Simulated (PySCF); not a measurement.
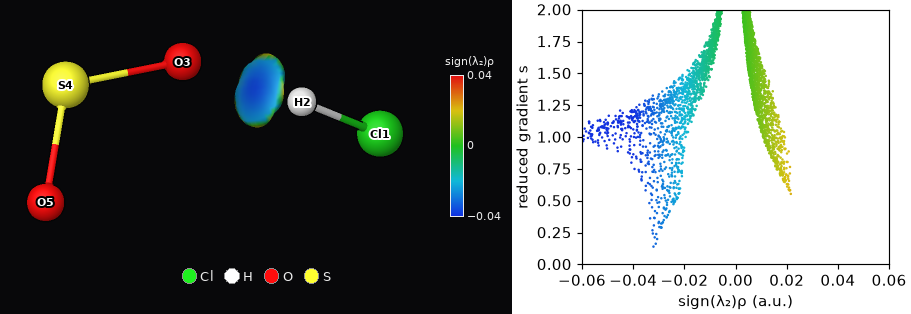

Figure 1: ClHO2S, SMILES `Cl.O=S=O`. Non-covalent interaction surfaces between the fragments (reduced density gradient s = 0.6, coloured by sign(λ₂)ρ in a.u.; trimmed to the region between the fragments where ρ is under 0.06 a.u.). Fragment A: HCl (atoms 1–2); fragment B: SO2. The plot gives s against sign(λ₂)ρ for grid points between the fragments.

Method: HF/6-311G**; geometry: GFN2-xTB; program: PySCF. GFN2-xTB bond lengths at metals and heavier atoms can be off by up to 0.1 Å and shapes distorted, which carries into these values.

Input script:

```python
import numpy as np
from pyscf import gto, scf, dft
from pyscf.scf import atom_ks, atom_hf
from scipy.linalg import block_diag
from pyscf.dispersion import dftd3

def solve(mol, dm0=None, hcore=None):
    mf = scf.UHF(mol) if mol.spin else scf.RHF(mol)
    mf = mf.density_fit(auxbasis='def2-universal-jkfit')
    mf.conv_tol, mf.max_cycle = 1e-8, 80
    if hcore is not None:
        mf.get_hcore = lambda *args: hcore
    mf.kernel(dm0)
    if not mf.converged:
        mf = mf.newton().run(mf.mo_coeff, mf.mo_occ, max_cycle=30)
    assert mf.converged, 'SCF not converged'
    return mf

mol = gto.M(atom='''
Cl    -2.63322     0.14800    -0.03891
H     -1.40337    -0.18294     0.16316
O      0.30162    -0.60702     0.23870
S      1.67234    -0.34159    -0.12575
O      2.12472     0.99857     0.07507
''', basis='6-311g**', charge=0, spin=0, verbose=4)
mol_a = gto.M(atom='''
Cl    -2.63322     0.14800    -0.03891
H     -1.40337    -0.18294     0.16316
ghost-O      0.30162    -0.60702     0.23870
ghost-S      1.67234    -0.34159    -0.12575
ghost-O      2.12472     0.99857     0.07507
''', basis='6-311g**', charge=0, spin=0, verbose=4)
mol_b = gto.M(atom='''
ghost-Cl    -2.63322     0.14800    -0.03891
ghost-H     -1.40337    -0.18294     0.16316
O      0.30162    -0.60702     0.23870
S      1.67234    -0.34159    -0.12575
O      2.12472     0.99857     0.07507
''', basis='6-311g**', charge=0, spin=0, verbose=4)
ab, a, b = solve(mol), solve(mol_a), solve(mol_b)
e_int = ab.e_tot - a.e_tot - b.e_tot
print('counterpoise-corrected interaction energy / kcal/mol', e_int * 627.5095)
def disp(atoms, charge):
    m = gto.M(atom=atoms, charge=charge, basis='sto-3g', spin=None, unit='Bohr', verbose=0)
    return dftd3.DFTD3Dispersion(m, xc='hf', version='d3bj').get_dispersion()['energy']
e_disp = disp(mol._atom, mol.charge) - disp(mol._atom[:2], mol_a.charge) - disp(mol._atom[2:], mol_b.charge)
print('D3(BJ) part / kcal/mol', e_disp * 627.5095)
# spherically averaged free atoms, for the promolecule
atm = scf.atom_hf.get_atm_nrhf(mol)
pro = block_diag(*[(atm[a[0]][2] * atm[a[0]][3]) @ atm[a[0]][2].T for a in mol._atom])
np.savez('result.npz', e_int=e_int, e_disp=e_disp, dm_a=a.make_rdm1(), dm_b=b.make_rdm1(), c=ab.mo_coeff, occ=ab.mo_occ, eps=ab.mo_energy, pro=pro, d=[f.dip_moment(verbose=0) for f in (ab, a, b)])
```

Launched as:

```sh
OMP_NUM_THREADS=1 python input.py
```

The run took 1.4 s on 1 thread of Intel(R) Xeon(R) 6975P-C (Granite Rapids), on a shared host, peak memory 0.17 GiB.

Partitions, critical points and surface values were worked out afterwards from this run's density.

Q: Interpret the surfaces between the fragments.

A: Bond critical points between the fragments: H2···O3, hydrogen bond, 1.76 Å, ρ = 0.032 a.u. It appears blue (attractive, sign(λ₂)ρ well below zero). The pose is a local one from a semi-empirical search, not shown to be the most stable.

Q: How strongly are they bound?

A: The counterpoise-corrected interaction energy of the frozen fragments is −0.6 kcal/mol without dispersion correction and −3.3 kcal/mol with D3(BJ). The pair geometry is semi-empirical, not a minimum at this level.
